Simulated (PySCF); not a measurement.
Run report: C₂H₁₀OSi₄, excited-state calculation

C₂H₁₀OSi₄, computed with TDDFT CAM-B3LYP/def2-SVPD, vertical, gas phase, core orbitals frozen in the response (PySCF 2.14.0).

The geometry comes from this level: GFN2-xTB. It belongs to a series of runs on one base structure; here: H on Si replaced by CHO.

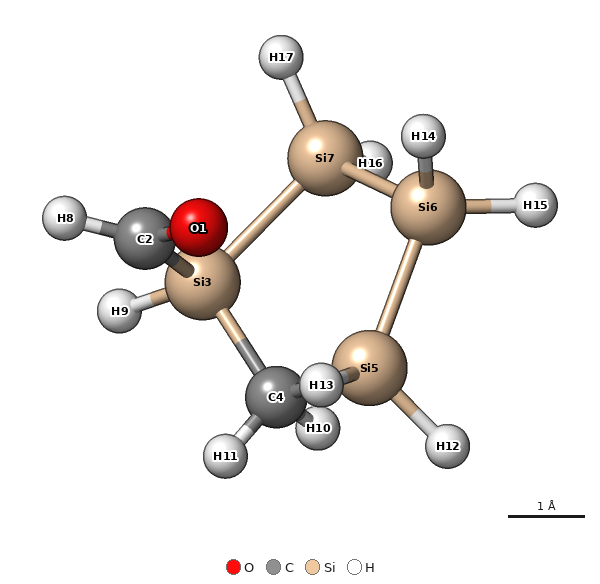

Fig. 1: The structure (ball-and-stick view, seen at a tilt; atoms are numbered from 1 in the order of the input). Bond lengths as drawn: C–H 1.09 to 1.11 Å, C–O 1.21 Å, C–Si 1.90 to 1.93 Å, H–Si 1.46 to 1.48 Å and Si–Si 2.33 to 2.35 Å.

### Input
```
{"job": {"kind": "uv", "xc": "CAM-B3LYP", "basis": "def2-SVPD", "nstates": 8, "ntriplets": 3}, "charge": 0, "multiplicity": 1}
O      1.245701     0.184333    -1.776861
C      1.991225     0.345161    -0.832097
Si     1.286181     0.240017     0.933826
C      0.347651    -1.422653     0.844483
Si    -0.942615    -1.497881    -0.585035
Si    -1.795414     0.661652    -0.728577
Si    -0.403390     1.844124     0.746568
H      3.049860     0.609222    -1.030848
H      2.431181     0.162224     1.854534
H     -0.167425    -1.590179     1.791496
H      1.047484    -2.250784     0.737759
H     -1.939983    -2.498802    -0.154569
H     -0.324247    -2.071507    -1.779140
H     -1.791083     1.247582    -2.072014
H     -3.211182     0.758420    -0.324362
H     -0.965560     2.155460     2.070842
H      0.134620     3.135640     0.294082
```

The first line tells a small driver script what to run in PySCF; the rest is the geometry in Å.

Launch command:
```bash
OMP_NUM_THREADS=1 python <driver script> task.json out
```

### Log
```
coarse grid: 15960 points
cycle   1  E = -1314.5617315291  dE =  5.346e-01  |g| = 7.703e-01  |ddm| = 5.159e+00
cycle   2  E = -1314.3198528634  dE =  2.419e-01  |g| = 1.387e+00  |ddm| = 1.692e+00
cycle   3  E = -1314.6963396401  dE = -3.765e-01  |g| = 8.476e-02  |ddm| = 1.087e+00
cycle   4  E = -1314.6978140565  dE = -1.474e-03  |g| = 5.577e-02  |ddm| = 1.840e-01
cycle   5  E = -1314.6986324961  dE = -8.184e-04  |g| = 8.131e-03  |ddm| = 7.323e-02
cycle   6  E = -1314.6986564504  dE = -2.395e-05  |g| = 3.205e-03  |ddm| = 2.005e-02
cycle   7  E = -1314.6986605856  dE = -4.135e-06  |g| = 9.114e-04  |ddm| = 8.123e-03
final grid: 135048 points
cycle   8  E = -1314.8795000728  dE = -1.559e-05  |g| = 2.407e-03  |ddm| = 4.480e-02
cycle   9  E = -1314.8794989525  dE =  1.120e-06  |g| = 3.582e-03  |ddm| = 6.472e-03
cycle  10  E = -1314.8795014295  dE = -2.477e-06  |g| = 3.691e-04  |ddm| = 2.752e-03
cycle  11  E = -1314.8795014602  dE = -3.068e-08  |g| = 1.773e-04  |ddm| = 5.982e-04
cycle  12  E = -1314.8795014708  dE = -1.056e-08  |g| = 3.304e-05  |ddm| = 3.220e-04
cycle  13  E = -1314.8795014718  dE = -1.056e-09  |g| = 1.663e-05  |ddm| = 1.136e-04
cycle  14  E = -1314.8795014722  dE = -3.611e-10  |g| = 6.574e-06  |ddm| = 6.872e-05
```

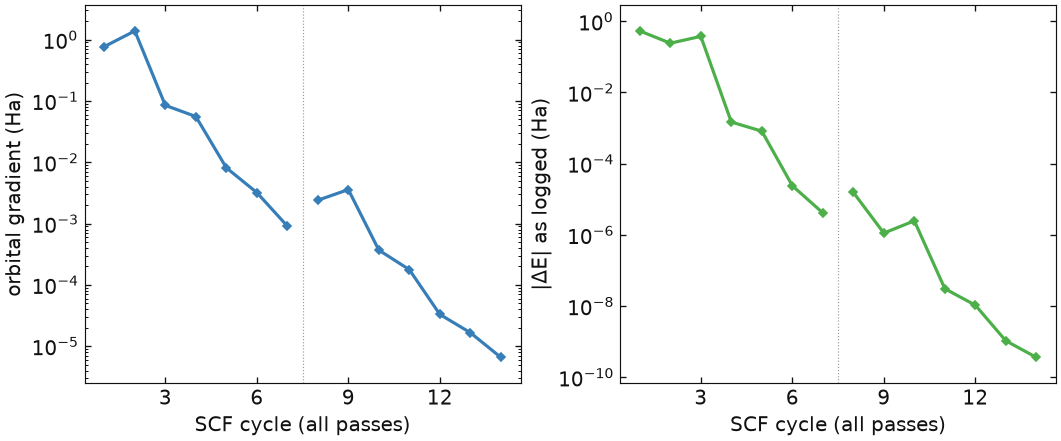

Fig. 2: Convergence of the self-consistent field: orbital gradient and size of the energy change against the SCF cycle. The dotted line marks the change from a coarse to the final integration grid. The first 7 cycles use a coarse grid, the final grid takes over at cycle 8, and the field converges after 14 cycles in all.

```
converged SCF energy = -1314.8795014722

Static polarisability (au): isotropic 135.652, principal 117.815 139.639 149.502

Singlet excitations
state   eV       nm        f      main configurations
  1   3.1737    390.7   0.00210   H->L 0.88
  2   5.5688    222.6   0.05876   H-1->L 0.82
  3   5.8644    211.4   0.01193   H->L+1 0.73, H->L+2 0.12
  4   6.0496    204.9   0.02347   H-2->L 0.48, H-1->L+1 0.23
  5   6.1034    203.1   0.00428   H-1->L+1 0.55, H-2->L 0.13, H->L+2 0.08
  6   6.2239    199.2   0.00592   H->L+2 0.36, H-2->L 0.23, H-3->L 0.12
  7   6.4372    192.6   0.00237   H-3->L 0.60, H->L+2 0.21
  8   6.4857    191.2   0.00558   H->L+3 0.55, H-3->L 0.12

Triplet excitations (Tamm-Dancoff, eV): 2.5329 4.9426 5.4105
```

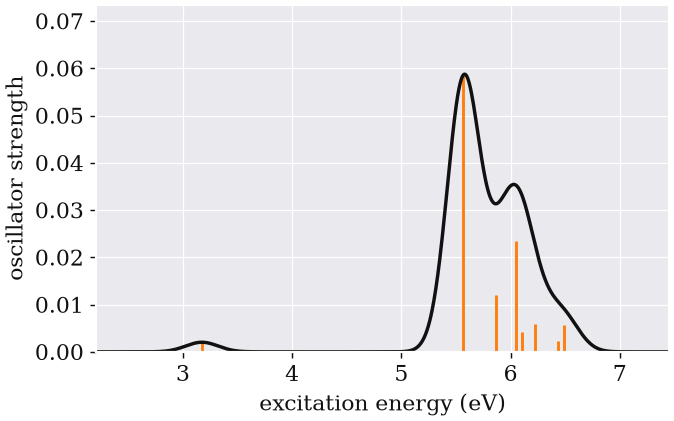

Fig. 3: Computed excitations as sticks (degenerate states added up, dark ones marked on the axis), with a Gaussian envelope of 0.35 eV full width at half maximum, scaled to the tallest. Of the 8 states the lowest lies at 3.17 eV (f = 0.002); the strongest line is at 5.57 eV, or 223 nm (f = 0.059).

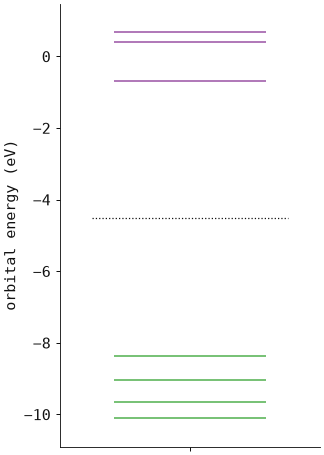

Fig. 4: Orbital energies near the frontier; the dotted line parts filled from empty levels, and levels within 0.02 eV of each other stand side by side. Highest filled −8.36 eV, lowest empty −0.67 eV, 7.69 eV apart.

### Results in brief

- outcome: converged
- total energy: −1314.879501 hartree
- HOMO: −8.36 eV
- LUMO: −0.67 eV
- dipole moment: 2.28 D
- mean polarisability: 135.65 a.u.
- lowest singlet excitation: 3.17 eV
- hardware: 1 CPU thread, shared host
- wall time: 66 s
- peak memory: 1.1 GiB
